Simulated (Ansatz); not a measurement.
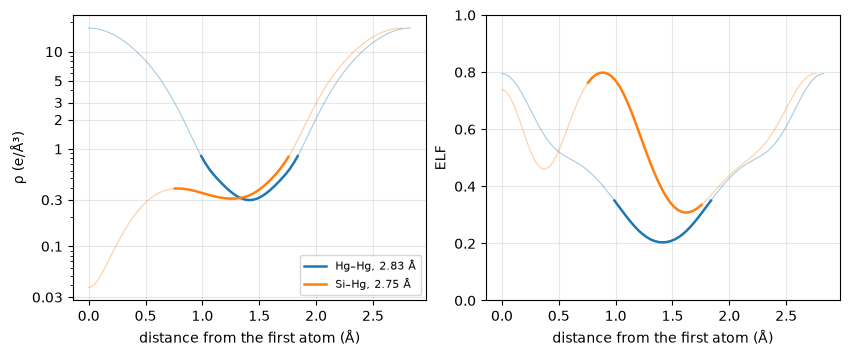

*SiHg. Valence electron density and electron localisation function along straight lines between neighbouring atoms. Thin, pale parts lie inside the atomic spheres.*

Space group P4/mmm; a structure generated by program, which may or may not match a known phase.

All numbers below come from Ansatz 0.2.0, DFT PBE, scalar-relativistic, plane waves, PAW.

In a PAW calculation such maps are meaningful between the atoms, not at the nuclei.

Input file:

```
crystal:
  lattice:
    - [3.859700714, 0.0, 0.0]
    - [0.0, 3.859700714, 0.0]
    - [0.0, 0.0, 2.9340714176]
  atoms:
    - { symbol: Si, position: [0.0, 0.0, 0.0] }
    - { symbol: Hg, position: [0.5, 0.5, 0.0] }
basis:
  ecutwfc: 420
kpoints:
  mp_grid: { grid: [14, 14, 18] }
hamiltonian:
  xc: pbe
scf:
  occupations: { method: gaussian, width: 0.1 }
output:
  forces: true
  stress: true
  eigenvalues: true
  write_density: true
  write_potential: true
  elf: true
  volumetric_format: npy
relax:
  adjacent_minimum: "off"
  f_tol: 0.01
  max_steps: 80
  cell: { stress_tol: 0.05 }
```

Command:

```sh
ansatz run input.yaml --threads 1 --pin off --max-ram 2048MiB --backend cpu --events-out ev --progress --plain --runs-dir out
```

Below, planes, directions and counts refer to the conventional cell (a = 3.90 Å, b = 3.90 Å, c = 2.83 Å, α = 90.00°, β = 90.00°, γ = 90.00°).

The fields are those of the relaxed geometry.

Compare the contacts.

Answer. Hg–Hg (2.83 Å): ρ at the midpoint is about 0.3 e/Å³; the ELF is about 0.20 at the midpoint: no localised pair shows between them.
Si–Hg (2.75 Å): ρ at the midpoint is about 0.32 e/Å³; the ELF peaks at about 0.80 in the valence shell of Si, 0.9 Å from its nucleus, and drops to about 0.30 between the two atoms.
